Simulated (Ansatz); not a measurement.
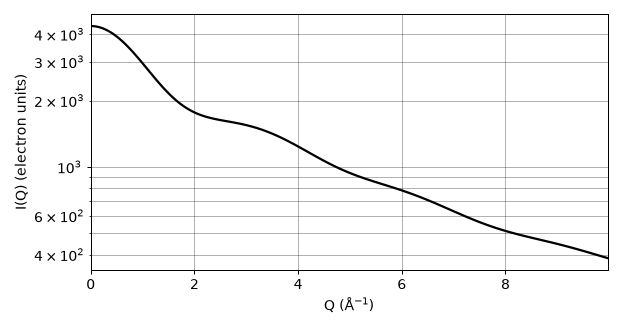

Elastic X-ray scattering of a randomly oriented, rigid molecule, calculated with the Debye equation from neutral-atom form factors (independent atoms, no Compton part, no vibration). The geometry is the end point of an optimisation (RKS PBE0-D4/def2-SVP (Ansatz)); it may be a saddle point or a higher isomer. It contains B, O, Sb, H.

Question: How many electrons does the independent-atom model of the molecule hold?

Answer: I(0) is the square of the electron number: I(0) = 4360, so about 66 electrons, the count of BH2OSb.

Question: What radius of gyration does the initial fall-off give?

Answer: From I(Q) ≈ I(0) exp(−Q²R²/3) at small Q, R ≈ 1.16 Å. It is larger than the electron-weighted radius of the nuclear positions alone (0.98 Å), because each atom's electron cloud adds to it.
